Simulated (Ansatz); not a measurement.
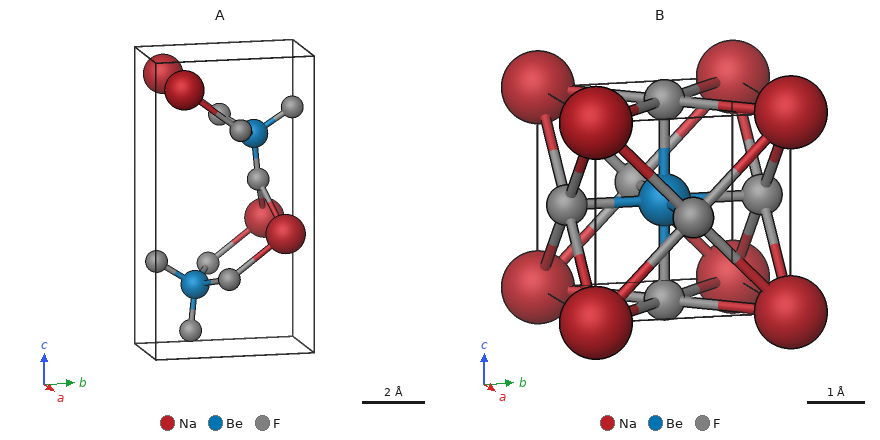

Two structures of NaBeF$_{3}$, each relaxed to rest (conventional cells in solid outline, small ones repeated, not to one scale). Method: DFT PBE, scalar-relativistic, plane waves, PAW (Ansatz), without spin polarisation.

> Which two forms are compared?

A: 10 atoms a cell on a primitive orthorhombic lattice, Pmc2_1. B: cubic perovskite, Pm-3m.

> Which is the more stable form at this level of theory?

A is lower, by 154 meV/atom at this level of theory (energies at zero smearing). Volumes: A 14.9, B 9.1 Å³/atom.

One or both may be structure types tried for this composition rather than known phases.
